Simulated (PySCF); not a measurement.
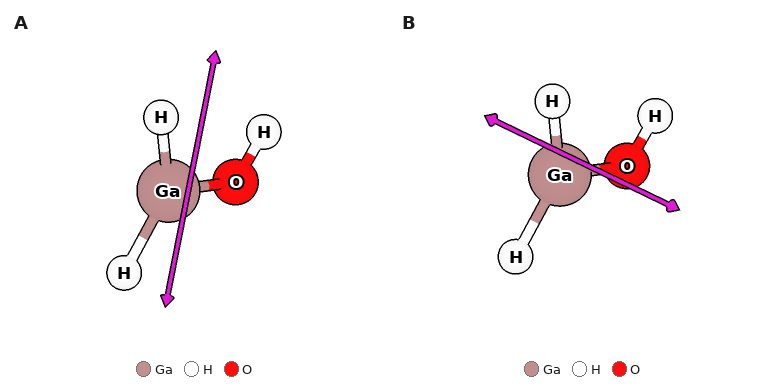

The double arrows show the directions of two transition dipoles from the ground state (lengths mean nothing). Computed geometry: PBE0-D3(BJ)/def2-SVP optimisation. No frequency run is at hand to confirm it as a minimum. Level of theory: TDDFT CAM-B3LYP/def2-SVPD, vertical, gas phase, core orbitals frozen in the response (PySCF 2.14.0).

One belongs to singlet state 6 and one to singlet state 12. Which is which?

Answer. A: state 6, 8.24 eV (151 nm), oscillator strength 0.18, mainly HOMO → LUMO+2 (weight 0.80); polarised in the molecular plane.
B: state 12, 9.46 eV (131 nm), oscillator strength 0.11, of mixed character, with the largest part HOMO−1 → LUMO+3 (weight 0.41); polarised normal to the molecular plane.
